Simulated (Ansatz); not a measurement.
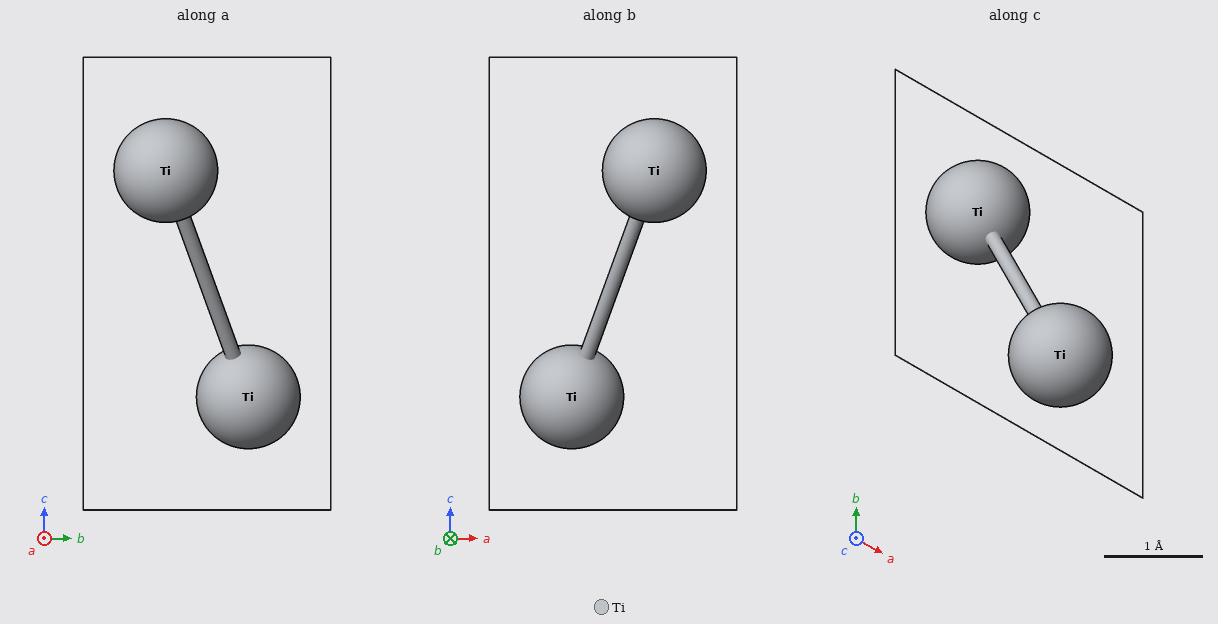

This ball-and-stick model is shown along the a axis, along the b axis and along the c axis. The parallelepiped is the conventional unit cell.

Lattice parameters: a = 2.9384 Å, b = 2.9384 Å, c = 4.6530 Å, α = 90.000°, β = 90.000°, γ = 120.000°.

Question: Give the structure in the form of a CIF in P1 with every atom of the cell.

Answer:
```cif
data_structure
_symmetry_space_group_name_H-M 'P 1'
_symmetry_Int_Tables_number 1
_cell_length_a 2.9384
_cell_length_b 2.9384
_cell_length_c 4.6530
_cell_angle_alpha 90.000
_cell_angle_beta 90.000
_cell_angle_gamma 120.000
_cell_volume 34.79
loop_
_atom_site_label
_atom_site_type_symbol
_atom_site_fract_x
_atom_site_fract_y
_atom_site_fract_z
_atom_site_occupancy
Ti1 Ti 0.3333 0.6667 0.2500 1
Ti2 Ti 0.6667 0.3333 0.7500 1
```

Provenance: a structure type filled with this element by a generator (whether the element takes this form wasn't checked). The picture shows the end point of a geometry optimisation with DFT, PBE, PAW with Ansatz's default frozen-core files, scalar-relativistic in Ansatz.
